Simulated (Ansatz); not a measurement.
# CH5F3Si2: the cost of one run

Method: RKS PBE0-D4/def2-TZVP; program: Ansatz 0.2.0, Gaussian basis.

Levels to be run: relaxation at PBE0-D4/def2-TZVP; harmonic vibrations at the same level; a single point in def2-TZVPP for the fields.

## (1) Starting geometry

SMILES `F[SiH2]C[SiH](F)F`, 11 atoms, charge 0, spin multiplicity 1.

Atoms are counted from 1 here; the program's logs count them from 0.

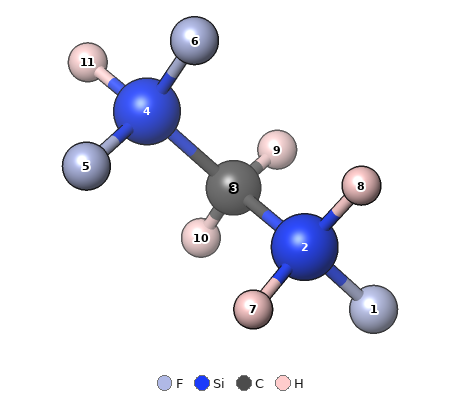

As it starts; fluorine light blue, silicon blue, carbon dark grey, hydrogen pink; atoms are numbered from 1 in the order of the file.

The start is a GFN2-xTB geometry.

## (2) Optimising with PBE0-D4/def2-TZVP

in.yaml reads:

```yaml
crystal:
  periodic: [false, false, false]
  atoms:
    - {symbol: F, position_ang: [-0.305280, 2.081760, -1.982320]}
    - {symbol: Si, position_ang: [0.175170, 1.451770, -0.573300]}
    - {symbol: C, position_ang: [-0.404300, -0.361180, -0.592460]}
    - {symbol: Si, position_ang: [0.061200, -1.307300, 0.961560]}
    - {symbol: F, position_ang: [1.639470, -1.199600, 1.201450]}
    - {symbol: F, position_ang: [-0.506370, -0.540760, 2.246950]}
    - {symbol: H, position_ang: [1.623100, 1.575820, -0.590970]}
    - {symbol: H, position_ang: [-0.507730, 2.243960, 0.436790]}
    - {symbol: H, position_ang: [-1.486500, -0.387170, -0.725600]}
    - {symbol: H, position_ang: [0.018720, -0.859910, -1.465180]}
    - {symbol: H, position_ang: [-0.307480, -2.697400, 1.083080]}
basis:
  gaussian: {orbitals: def2-TZVP}
hamiltonian: {xc: pbe0, dispersion: d4}
relax: {f_tol: 0.005, max_steps: 150}
```

Run with:

```console
> ansatz run in.yaml --threads 4 --pin off --events-out ev --progress --plain --max-ram 10444MiB
```

**Question.** How long does this run take on 4 threads of Intel Xeon at 2.60GHz, shared host, and how much memory does it need?

About 32 s, with a peak of 0.71 GiB.
